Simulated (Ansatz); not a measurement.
The calculation's input:

```
crystal:
  lattice:
    - [3.5313385559, -2.0975965779, -0.0009943481]
    - [3.5313385559, 2.0975965779, -0.0009943481]
    - [-0.2811131176, 0.0, 12.5892717838]
  atoms:
    - { symbol: Cd, position: [0.6629991827, 0.7912256174, 0.3680868325] }
    - { symbol: Cd, position: [0.2087743826, 0.3370008173, 0.6319131675] }
    - { symbol: Cd, position: [0.0299555274, 0.9700444726, 0.0] }
    - { symbol: S, position: [0.5727478529, 0.6733443464, 0.7307691387] }
    - { symbol: S, position: [0.6816380539, 0.6385453421, 0.8959855547] }
    - { symbol: S, position: [0.3266556536, 0.4272521471, 0.2692308613] }
    - { symbol: S, position: [0.3614546579, 0.3183619461, 0.1040144453] }
    - { symbol: S, position: [0.1521145697, 0.8478854303, 0.5] }
basis:
  ecutwfc: 420
kpoints:
  mp_grid: { grid: [10, 10, 4] }
  band_path:
    path:
      - [[0.0, 0.0, 0.0], [-0.33825253, 0.33825253, 0.0]]
      - [[-0.66174747, -0.33825253, 0.0], [-0.5, -0.5, 0.0], [0.0, 0.0, 0.0], [-0.5, -0.5, 0.5], [-0.6628664, -0.3371336, 0.5]]
      - [[-0.3371336, 0.3371336, 0.5], [0.0, 0.0, 0.5], [0.0, 0.0, 0.0]]
      - [[-0.5, 0.0, 0.5], [0.0, 0.0, 0.0], [-0.5, 0.0, 0.0]]
    npoints: 14
hamiltonian:
  xc: pbe
scf:
  occupations: { method: gaussian, width: 0.01 }
  n_extra_bands: 20
output:
  forces: true
  stress: true
  eigenvalues: true
  populations: true
  dos: { projected: true, de: 0.02, nscf_kmesh: { grid: [12, 12, 5] } }
  bader: true
  write_density: true
  write_potential: true
  elf: true
  volumetric_format: npy
```

Run with:

```sh
ansatz run input.yaml --threads 1 --pin off --max-ram 2560MiB --backend cpu --events-out ev --progress --plain --runs-dir out
```

Below, planes, directions and counts refer to the conventional cell (a = 7.06 Å, b = 4.20 Å, c = 12.59 Å, α = 90.00°, β = 91.30°, γ = 90.00°).

Space group C2; a generated structure, not necessarily the stable one.

These are results of Ansatz 0.2.0, DFT PBE, scalar-relativistic, plane waves, PAW, not measurements.

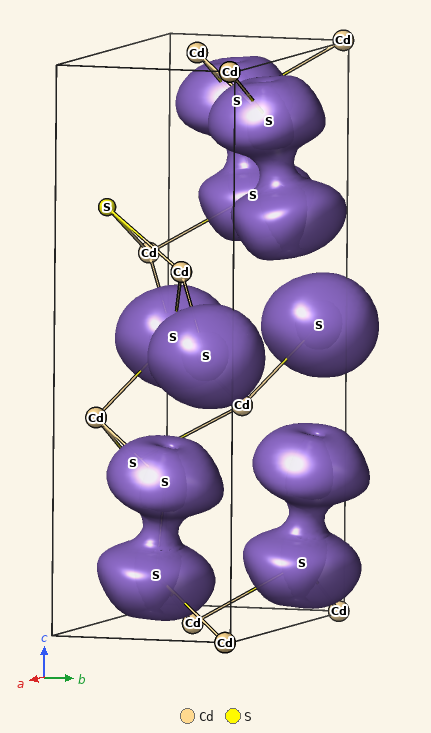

Cd3S5. Isosurface of the electron localisation function at 0.7 (purple), seen slightly off an axis. Only the valence region is drawn (cores and ρ < 0.01 e/Å³ removed). Sticks mark near contacts.

Core electrons are frozen (PAW), and the valence fields are smoothed inside the atomic spheres.

Describe the localisation domains.

Answer. At this value the surface marks out four regions between bonded S–S atoms (shared pairs) and two regions wrapped around S (the valence shell of each), counted in one cell of 16 atoms. Regions shared between cells count once. Along the contacts the grid gives the following. S–S (2.11 Å): the ELF peaks at about 0.80 between the atoms (a covalent bond). Cd–S (2.62 Å): the ELF peaks at about 0.90 in the valence shell of S, 0.8 Å from its nucleus, and drops to about 0.15 between the two atoms.

What Bader charges does the calculation give?

Answer. Electrons move from Cd towards S. Bader charges: Cd +0.90 and S −0.87 to −0.45 e.
